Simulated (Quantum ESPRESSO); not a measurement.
# Voltage at the next charge: Li(110), 5 layers against an electrode

How the rows were computed: Quantum ESPRESSO 7.5, PBE, GBRV ultrasoft; ESM with bc3, a metal electrode 5.11 Å above the top atoms; cell area 8.613 Å²; ions fixed. V is the potential energy of an electron at the electrode over the slab's Fermi level, divided by e, so that it equals the work function at zero charge; positive charge removes electrons.

| charge (e a cell) | V (V) |
| --- | --- |
| 0 | 3.182 |
| 0.0129 | 4.003 |
| 0.0258 | 4.865 |

One more run was made and is withheld. What is V at a charge of 0.0517 e, and what capacitance do the rows imply?

**Fit.** The last two rows give dV/dq = (4.865 − 4.003)/(0.0258 − 0.0129) = 66.8 V/e, so C = 1602/(8.613 × 66.8) = 2.78 µF/cm², an effective gap of 8.854/2.78 = 3.18 Å. At constant C, V = 4.865 + 66.8 × 0.0259 = 6.60 V.

What the calculation gave: V = 6.700 V; the estimate misses by −0.10 V, 5.7 % of the step. Over the three intervals C goes 2.92, 2.78 and 2.63 µF/cm²: it falls as electrons leave, the surface charge drawing back towards the atoms.

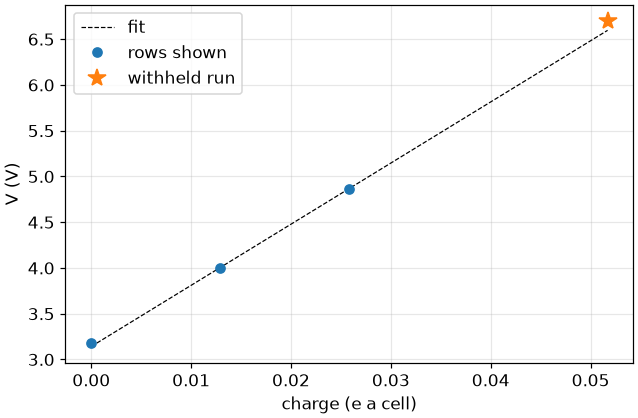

The rows shown, the fit and the withheld run.

Caveats: Vacuum fills the gap; a dielectric or electrolyte would change C. The slab is thin.
